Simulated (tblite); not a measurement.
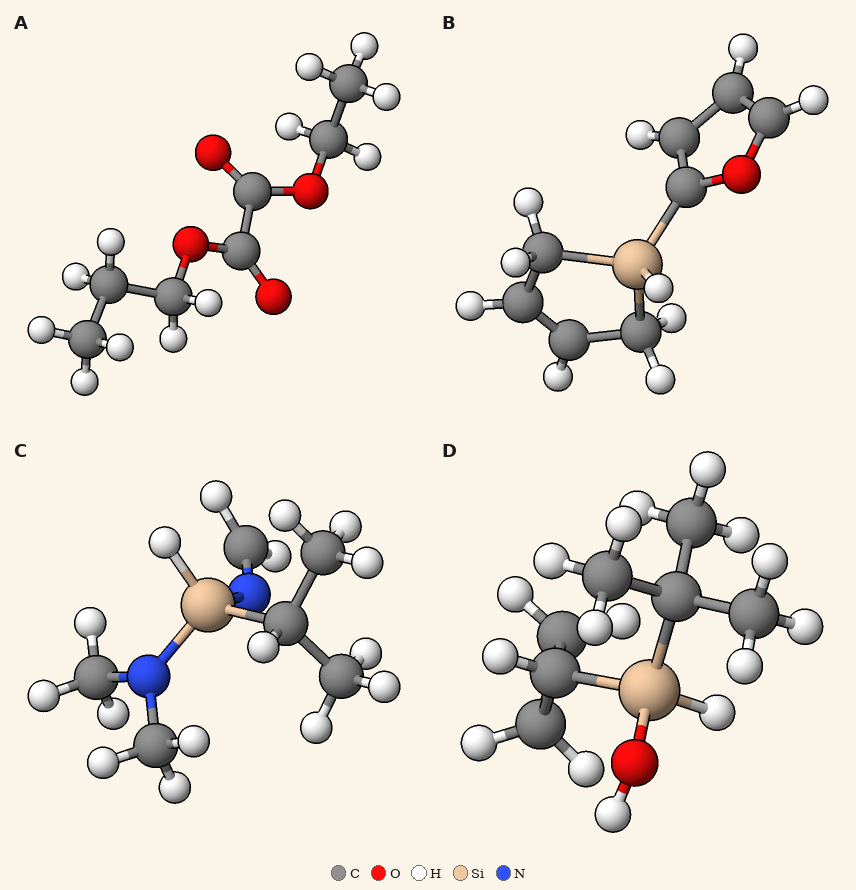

Figure made from data computed with tblite.

Q: Match each picture to its SMILES.
(1) CC(C)(C)[Si@@H](O)C1CC1
(2) CCCOC(=O)C(=O)OCC
(3) C1=CC[SiH](c2ccco2)C1
(4) C=N[Si@H](C(C)C)N(C)C

A: A is (2), B is (3), C is (4), D is (1).
